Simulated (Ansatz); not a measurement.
## Electronic structure of C₂HF₃ (SMILES F[C]C(F)F) in real space

Input file:

```
crystal:
  periodic: [false, false, false]
  atoms:
    - symbol: C
      position_ang: [0.403597, 0.795094, 0.057452]
    - symbol: C
      position_ang: [-1.029862, 0.280817, -0.077089]
    - symbol: F
      position_ang: [0.416505, 1.882865, 0.852037]
    - symbol: F
      position_ang: [1.282606, -0.115160, 0.539731]
    - symbol: F
      position_ang: [-0.936275, -1.004926, -0.235364]
    - symbol: H
      position_ang: [0.708319, 1.086681, -0.974958]
basis:
  gaussian:
    orbitals: def2-TZVPD
total_charge: 0
hamiltonian:
  xc: {name: PBE0}
output:
  forces: true
  orbitals: {seedname: orbitals}
```

Command:

```sh
ansatz run input.yaml --threads 2 --pin off --max-ram 4350MiB --events-out events.jsonl --progress --plain --runs-dir runs
```

Geometry: B3LYP-D3(BJ)/def2-SVP.

Method: Ansatz 0.2.0, isolated molecule in a Gaussian basis; Kohn-Sham density functional theory, functional PBE0.

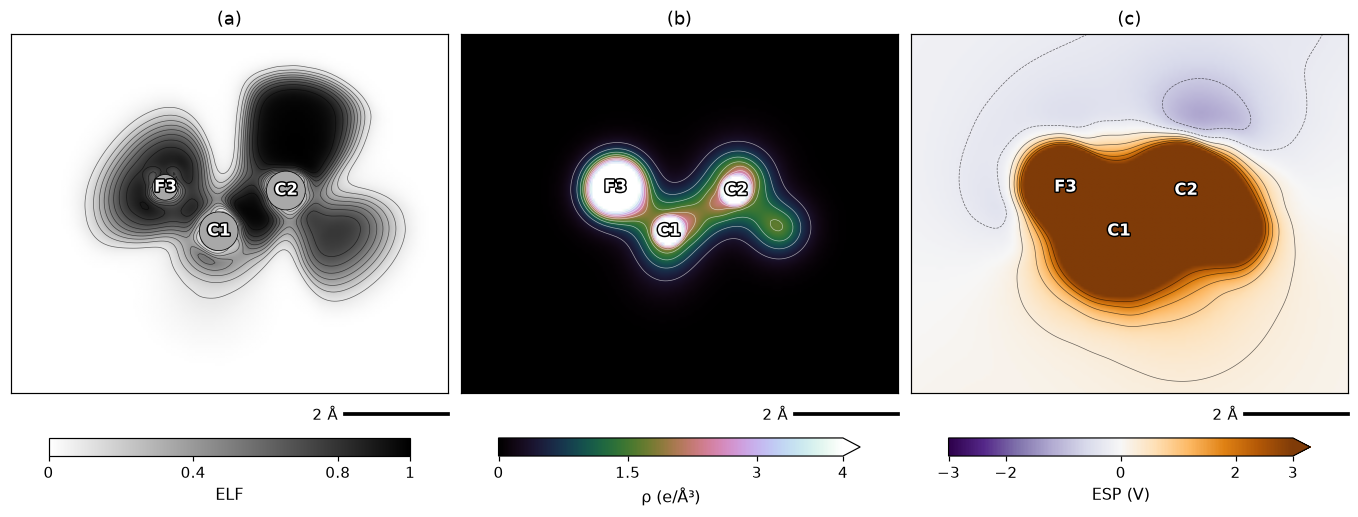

Figure 1. (a) ELF; (b) electron density; (c) electrostatic potential on the plane of atoms C2, C1 and F3. Grey discs cover the atomic cores in the ELF map.

Question: Describe what can be read from this map.

Answer: The plane passes through C and F nuclei.
C–C (1.53 Å): ρ at the midpoint is about 1.8 e/Å³; the ELF peaks at about 1 between the atoms (a covalent bond).
C–F (1.35 Å): ρ is about 2.3 e/Å³ halfway, with its minimum of 1.8 e/Å³ about 0.5 Å from C; the ELF peaks at about 0.85 between the atoms; a polar covalent bond.
The ELF also peaks beside F5, F3 and C2, away from the bonds: lone-pair regions.
Outside the dense part of the molecule the potential is most negative (−1.2 V) near C2.

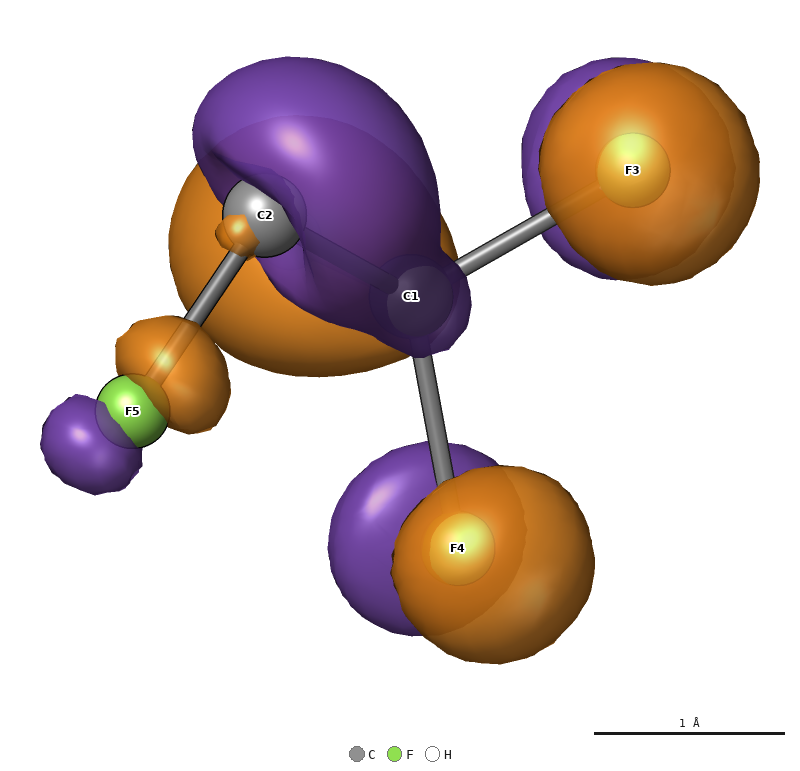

Figure 2. The HOMO−1 at ±0.2 Å⁻³ᐟ² (orange and purple are the two phases), seen at an oblique angle.

Question: Where does this orbital lie, and at what energy?

Answer: It lies mainly on F3 (about 30 %), F4 (about 20 %), C1 (about 15 %), C2 (about 15 %) and H6 (about 15 %). Its energy is −11.07 eV.
